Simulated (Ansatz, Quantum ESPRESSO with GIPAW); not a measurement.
# From 13C NMR to local structure in CH9ClN6

A crystal of composition CH9ClN6 (one database entry, not always the ambient form) has the 13C spectrum and parameters below, calculated by GIPAW (PBEsol; shifts against TMS, scatter of the reference line 0.8 ppm; spans on the shift scale).

Simulated spectrum, 13C MAS at 60 kHz, 9.4 T (100.7 MHz), lines broadened by 0.8 ppm; rigid lattice, with dipolar and J couplings left out: a single narrow line at 152.9 ppm.

| line | δ_iso (ppm) | relative area | span (ppm) | skew |
| --- | --- | --- | --- | --- |
| A | 152.9 | 1 | 134.5 | 1.00 |

What coordination and symmetry does each C site have?

A: skew ±1 point to an axis of order three or more.  The structure behind these values (space group P6_3/m; other structures could give like values):

| line | surroundings | neighbours | bonds (Å) | site symmetry |
| --- | --- | --- | --- | --- |
| A | CN3 | 3 | 1.341 | -6 |

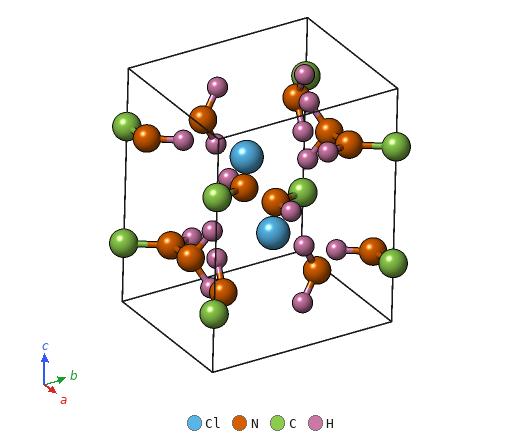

The structure (chlorine blue, nitrogen orange, carbon green, hydrogen pink). Bonds to atoms that aren't drawn are left out. Some periodic images of atoms are drawn too.

[Hosts, paths, dates, database ids (printed as entryN), source tags and the programs' standing remarks are cut or masked in the printed files.]
